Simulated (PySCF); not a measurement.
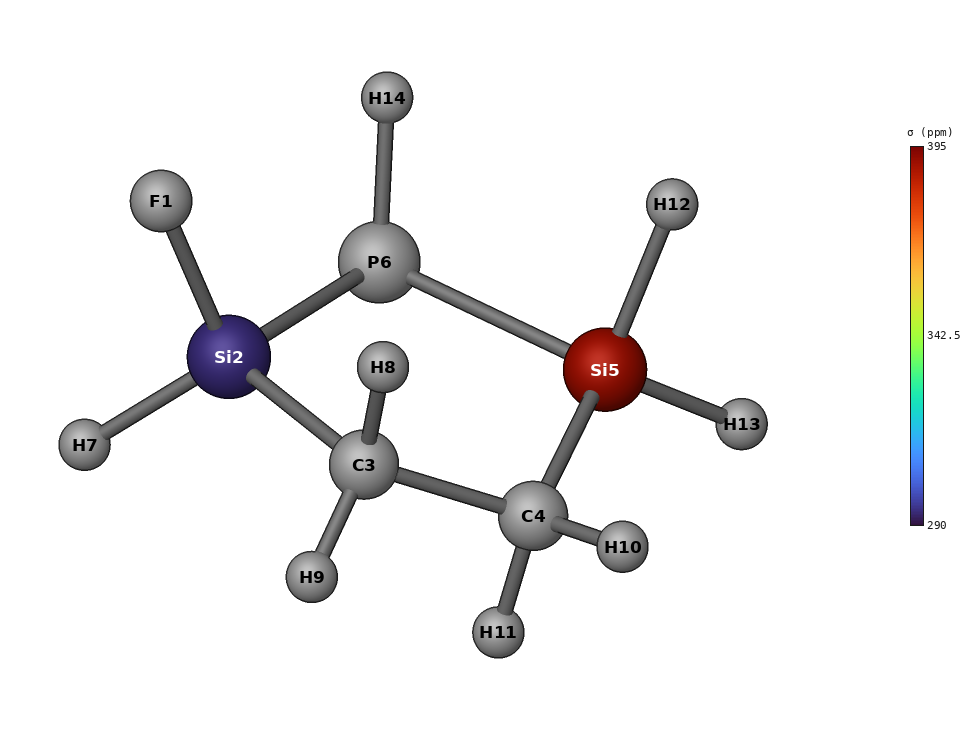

Atoms are coloured by their isotropic NMR shieldings (Si only, the others grey). Geometry: a frame of a GFN2-xTB molecular-dynamics simulation, not a minimum. Method: GIAO PBE0/pcSseg-1 NMR shielding, non-relativistic, gas phase (PySCF 2.14.0).

List the isotropic NMR shieldings of the Si atoms.

```json
{"atom": "Si2", "σ (ppm)": "293.9"}
{"atom": "Si5", "σ (ppm)": "390.6"}
```
